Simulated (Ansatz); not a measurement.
Run report: BCl$_{3}$, molecular dynamics (part 2 of 2)

Continued. System: BCl$_{3}$. Method: RKS r2SCAN-rvv10/def2-SVP (Ansatz 0.2.0). The geometry comes from this level: PBE0-D4/def2-TZVP.

Geometry of the input (Å):
```
Cl -0.2440  0.5014  1.6333
B  0.0141  -0.0150  -0.0051
Cl 0.9565  -1.4379  -0.3292
Cl -0.6711  0.8912  -1.3193
```

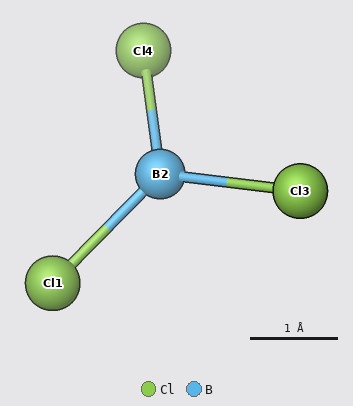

*The geometry at step 19 of the log (ball-and-stick view, seen at a tilt; atoms are numbered from 1 in the order of the input).*

### Trajectory as extended XYZ, continued
```
4
Properties=species:S:1:pos:R:3:forces:R:3 step=7 time_fs=3.5 energy=-38230.30570 temperature=1407.2
Cl   -0.2531    0.5137    1.6551    0.0633  -0.0224  -0.1080
B     0.0163    0.0124    0.0061    0.3430  -0.7885  -0.2981
Cl    0.9733   -1.4669   -0.3421   -0.4944   0.8467   0.2493
Cl   -0.6795    0.8996   -1.3316    0.0881  -0.0358   0.1568
4
Properties=species:S:1:pos:R:3:forces:R:3 step=8 time_fs=4.0 energy=-38230.29627 temperature=1370.7
Cl   -0.2544    0.5154    1.6582    0.0789  -0.0391  -0.1660
B     0.0169    0.0158    0.0075    0.3677  -0.8651  -0.3291
Cl    0.9756   -1.4709   -0.3439   -0.5642   0.9674   0.2846
Cl   -0.6806    0.9008   -1.3333    0.1175  -0.0632   0.2105
4
Properties=species:S:1:pos:R:3:forces:R:3 step=9 time_fs=4.5 energy=-38230.28583 temperature=1330.4
Cl   -0.2556    0.5172    1.6613    0.0949  -0.0564  -0.2254
B     0.0175    0.0190    0.0088    0.3867  -0.9328  -0.3568
Cl    0.9778   -1.4748   -0.3457   -0.6287   1.0802   0.3179
Cl   -0.6818    0.9020   -1.3351    0.1471  -0.0909   0.2642
4
Properties=species:S:1:pos:R:3:forces:R:3 step=10 time_fs=5.0 energy=-38230.27453 temperature=1286.7
Cl   -0.2569    0.5189    1.6644    0.1113  -0.0744  -0.2860
B     0.0182    0.0220    0.0100    0.4002  -0.9920  -0.3810
Cl    0.9801   -1.4787   -0.3474   -0.6883   1.1853   0.3494
Cl   -0.6830    0.9032   -1.3368    0.1768  -0.1190   0.3177
4
Properties=species:S:1:pos:R:3:forces:R:3 step=11 time_fs=5.5 energy=-38230.26252 temperature=1240.4
Cl   -0.2582    0.5207    1.6674    0.1279  -0.0929  -0.3480
B     0.0190    0.0247    0.0112    0.4085  -1.0429  -0.4018
Cl    0.9823   -1.4824   -0.3491   -0.7431   1.2831   0.3789
Cl   -0.6842    0.9043   -1.3384    0.2067  -0.1473   0.3709
4
Properties=species:S:1:pos:R:3:forces:R:3 step=12 time_fs=6.0 energy=-38230.24996 temperature=1191.9
Cl   -0.2595    0.5224    1.6705    0.1449  -0.1122  -0.4113
B     0.0200    0.0272    0.0122    0.4118  -1.0857  -0.4190
Cl    0.9844   -1.4861   -0.3508   -0.7934   1.3737   0.4066
Cl   -0.6853    0.9055   -1.3401    0.2366  -0.1759   0.4237
4
Properties=species:S:1:pos:R:3:forces:R:3 step=13 time_fs=6.5 energy=-38230.23698 temperature=1141.7
Cl   -0.2607    0.5241    1.6735    0.1622  -0.1320  -0.4757
B     0.0210    0.0295    0.0132    0.4105  -1.1208  -0.4327
Cl    0.9865   -1.4897   -0.3525   -0.8393   1.4575   0.4325
Cl   -0.6864    0.9067   -1.3417    0.2666  -0.2046   0.4759
4
Properties=species:S:1:pos:R:3:forces:R:3 step=14 time_fs=7.0 energy=-38230.22370 temperature=1090.5
Cl   -0.2620    0.5258    1.6765    0.1798  -0.1526  -0.5412
B     0.0220    0.0316    0.0141    0.4048  -1.1486  -0.4430
Cl    0.9885   -1.4932   -0.3542   -0.8813   1.5348   0.4568
Cl   -0.6875    0.9078   -1.3433    0.2966  -0.2336   0.5274
4
Properties=species:S:1:pos:R:3:forces:R:3 step=15 time_fs=7.5 energy=-38230.21025 temperature=1038.5
Cl   -0.2632    0.5276    1.6794    0.1978  -0.1738  -0.6076
B     0.0232    0.0333    0.0149    0.3951  -1.1695  -0.4499
Cl    0.9905   -1.4966   -0.3558   -0.9194   1.6060   0.4793
Cl   -0.6886    0.9090   -1.3449    0.3265  -0.2627   0.5782
4
Properties=species:S:1:pos:R:3:forces:R:3 step=16 time_fs=8.0 energy=-38230.19671 temperature=986.3
Cl   -0.2644    0.5292    1.6823    0.2160  -0.1956  -0.6747
B     0.0245    0.0349    0.0155    0.3817  -1.1838  -0.4537
Cl    0.9924   -1.4998   -0.3574   -0.9540   1.6713   0.5003
Cl   -0.6897    0.9101   -1.3464    0.3562  -0.2919   0.6281
4
Properties=species:S:1:pos:R:3:forces:R:3 step=17 time_fs=8.5 energy=-38230.18319 temperature=934.1
Cl   -0.2656    0.5309    1.6851    0.2345  -0.2180  -0.7423
B     0.0258    0.0361    0.0161    0.3649  -1.1920  -0.4544
Cl    0.9942   -1.5030   -0.3589   -0.9852   1.7311   0.5198
Cl   -0.6908    0.9112   -1.3479    0.3858  -0.3211   0.6769
4
Properties=species:S:1:pos:R:3:forces:R:3 step=18 time_fs=9.0 energy=-38230.16976 temperature=882.3
Cl   -0.2668    0.5326    1.6880    0.2532  -0.2409  -0.8103
B     0.0273    0.0371    0.0166    0.3451  -1.1943  -0.4522
Cl    0.9960   -1.5060   -0.3604   -1.0134   1.7856   0.5379
Cl   -0.6918    0.9122   -1.3493    0.4151  -0.3504   0.7246
4
Properties=species:S:1:pos:R:3:forces:R:3 step=19 time_fs=9.5 energy=-38230.15651 temperature=831.1
Cl   -0.2680    0.5342    1.6907    0.2721  -0.2644  -0.8784
B     0.0288    0.0378    0.0170    0.3224  -1.1912  -0.4473
Cl    0.9977   -1.5089   -0.3619   -1.0386   1.8351   0.5545
Cl   -0.6928    0.9133   -1.3507    0.4441  -0.3796   0.7711
4
Properties=species:S:1:pos:R:3:forces:R:3 step=20 time_fs=10.0 energy=-38230.14349 temperature=780.9
Cl   -0.2691    0.5359    1.6934    0.2911  -0.2883  -0.9464
B     0.0304    0.0383    0.0172    0.2972  -1.1828  -0.4398
Cl    0.9993   -1.5117   -0.3633   -1.0611   1.8799   0.5699
Cl   -0.6937    0.9143   -1.3521    0.4727  -0.4087   0.8163
4
Properties=species:S:1:pos:R:3:forces:R:3 step=21 time_fs=10.5 energy=-38230.13077 temperature=731.9
Cl   -0.2702    0.5375    1.6960    0.3103  -0.3127  -1.0141
B     0.0320    0.0385    0.0174    0.2697  -1.1696  -0.4300
Cl    1.0008   -1.5144   -0.3647   -1.0810   1.9200   0.5840
Cl   -0.6947    0.9153   -1.3533    0.5010  -0.4377   0.8601
4
Properties=species:S:1:pos:R:3:forces:R:3 step=22 time_fs=11.0 energy=-38230.11839 temperature=684.1
Cl   -0.2714    0.5391    1.6986    0.3295  -0.3375  -1.0813
B     0.0337    0.0384    0.0175    0.2402  -1.1518  -0.4179
Cl    1.0023   -1.5169   -0.3661   -1.0984   1.9558   0.5969
Cl   -0.6955    0.9163   -1.3546    0.5287  -0.4665   0.9024
4
Properties=species:S:1:pos:R:3:forces:R:3 step=23 time_fs=11.5 energy=-38230.10640 temperature=637.9
Cl   -0.2724    0.5407    1.7011    0.3488  -0.3626  -1.1478
B     0.0355    0.0381    0.0175    0.2089  -1.1297  -0.4039
Cl    1.0037   -1.5194   -0.3674   -1.1135   1.9874   0.6086
Cl   -0.6964    0.9172   -1.3557    0.5559  -0.4951   0.9431
4
Properties=species:S:1:pos:R:3:forces:R:3 step=24 time_fs=12.0 energy=-38230.09483 temperature=593.4
Cl   -0.2735    0.5422    1.7035    0.3680  -0.3880  -1.2133
B     0.0373    0.0375    0.0174    0.1760  -1.1034  -0.3880
Cl    1.0051   -1.5216   -0.3687   -1.1264   2.0148   0.6192
Cl   -0.6972    0.9181   -1.3568    0.5825  -0.5234   0.9822
4
Properties=species:S:1:pos:R:3:forces:R:3 step=25 time_fs=12.5 energy=-38230.08372 temperature=550.6
Cl   -0.2745    0.5437    1.7058    0.3871  -0.4136  -1.2778
B     0.0392    0.0367    0.0172    0.1417  -1.0733  -0.3705
Cl    1.0063   -1.5238   -0.3699   -1.1372   2.0384   0.6287
Cl   -0.6980    0.9190   -1.3579    0.6085  -0.5514   1.0196
4
Properties=species:S:1:pos:R:3:forces:R:3 step=26 time_fs=13.0 energy=-38230.07310 temperature=509.7
Cl   -0.2756    0.5452    1.7080    0.4061  -0.4394  -1.3408
B     0.0411    0.0356    0.0169    0.1062  -1.0396  -0.3515
Cl    1.0075   -1.5258   -0.3711   -1.1460   2.0581   0.6371
Cl   -0.6988    0.9198   -1.3588    0.6337  -0.5791   1.0552
4
Properties=species:S:1:pos:R:3:forces:R:3 step=27 time_fs=13.5 energy=-38230.06299 temperature=470.7
Cl   -0.2765    0.5467    1.7102    0.4249  -0.4653  -1.4024
B     0.0430    0.0343    0.0166    0.0696  -1.0023  -0.3312
Cl    1.0086   -1.5276   -0.3723   -1.1528   2.0740   0.6445
Cl   -0.6994    0.9206   -1.3597    0.6583  -0.6064   1.0891
4
Properties=species:S:1:pos:R:3:forces:R:3 step=28 time_fs=14.0 energy=-38230.05342 temperature=433.9
Cl   -0.2775    0.5481    1.7122    0.4434  -0.4913  -1.4622
B     0.0449    0.0328    0.0162    0.0323  -0.9618  -0.3099
Cl    1.0096   -1.5293   -0.3734   -1.1577   2.0863   0.6509
Cl   -0.7001    0.9213   -1.3605    0.6820  -0.6332   1.1211
4
Properties=species:S:1:pos:R:3:forces:R:3 step=29 time_fs=14.5 energy=-38230.04440 temperature=399.2
Cl   -0.2784    0.5495    1.7142    0.4616  -0.5172  -1.5201
B     0.0468    0.0311    0.0157   -0.0057  -0.9183  -0.2875
Cl    1.0106   -1.5309   -0.3745   -1.1608   2.0950   0.6564
Cl   -0.7007    0.9220   -1.3612    0.7048  -0.6596   1.1513
4
Properties=species:S:1:pos:R:3:forces:R:3 step=30 time_fs=15.0 energy=-38230.03594 temperature=366.7
Cl   -0.2793    0.5509    1.7160    0.4795  -0.5431  -1.5759
B     0.0487    0.0291    0.0151   -0.0443  -0.8718  -0.2645
Cl    1.0114   -1.5323   -0.3755   -1.1620   2.1002   0.6609
Cl   -0.7013    0.9227   -1.3619    0.7268  -0.6854   1.1795
```

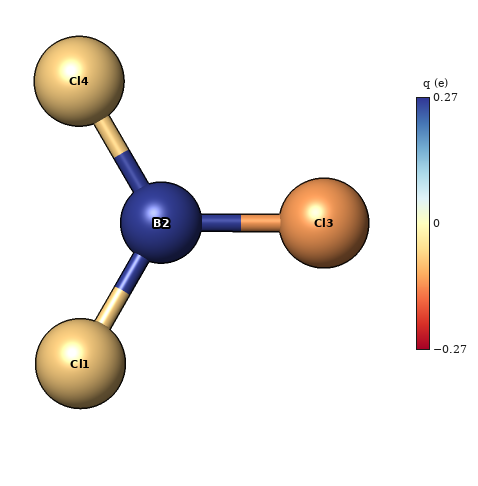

*Mulliken charges, as the colour of each atom (ball-and-stick view, seen on its broad side; atoms are numbered from 1 in the order of the input).*

By element: Cl −0.12 to −0.07 and B +0.26 e.

### Summary

```json
{"quantity": "outcome", "value": "finished"}
{"quantity": "mean temperature over the second half", "value": "677 K"}
{"quantity": "trajectory", "value": "30 steps, 15 fs"}
{"quantity": "ensemble", "value": "nvt_nose_hoover"}
{"quantity": "temperature in the input", "value": "1500 K"}
{"quantity": "time step", "value": "0.5 fs"}
{"quantity": "potential energy (last step)", "value": "−38230.0359 eV"}
{"quantity": "SCF solution under orbital rotations (last step)", "value": "stable"}
{"quantity": "largest force (length of the vector) (last step)", "value": "2.490 eV/Å"}
{"quantity": "dipole moment (last step)", "value": "0.36 D"}
{"quantity": "wall time", "value": "54 s (CPU time 3.4 min)"}
{"quantity": "peak memory", "value": "0.32 GiB"}
```

So short a trajectory is not equilibrated. The temperature stays far from the 1500 K of the thermostat over the second half: the run isn't equilibrated.
